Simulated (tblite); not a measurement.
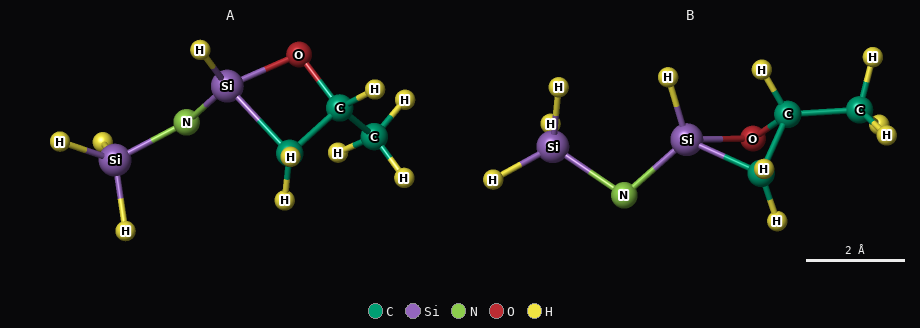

Two geometries of C3H10NOSi2 (multiplicity 2), drawn at one scale. One is the start of a relaxation, the other its converged end. A ball-and-stick model, seen at a tilt.

All numbers below come from GFN2-xTB geometry optimisation, gas phase (tblite 0.8.0). 

Q: Which of the two is the end point?

A: Structure A is the relaxed one. The atom that moves furthest after the best rigid fit is an H atom (2.27 Å). Largest moves by element: H 2.27 Å, O 2.10 Å, N 1.59 Å, Si 1.21 Å, C 0.94 Å. Near-neighbour distances that change, for instance: H–Si 2.136 → 3.119 Å, Si–Si 2.843 → 3.191 Å, C–Si 1.845 → 1.983 Å, N–Si 1.763 → 1.655 Å. Bond angles that change, for instance: Si–N–Si 106.0° → 143.7°, C–C–O 85.6° → 100.9°, C–O–Si 84.9° → 98.9°. Groups turn about N–Si by about 60°, N–Si by about 55°, C–C by about 50°. After 129 geometry steps the energy has fallen by 264.2 kJ/mol.
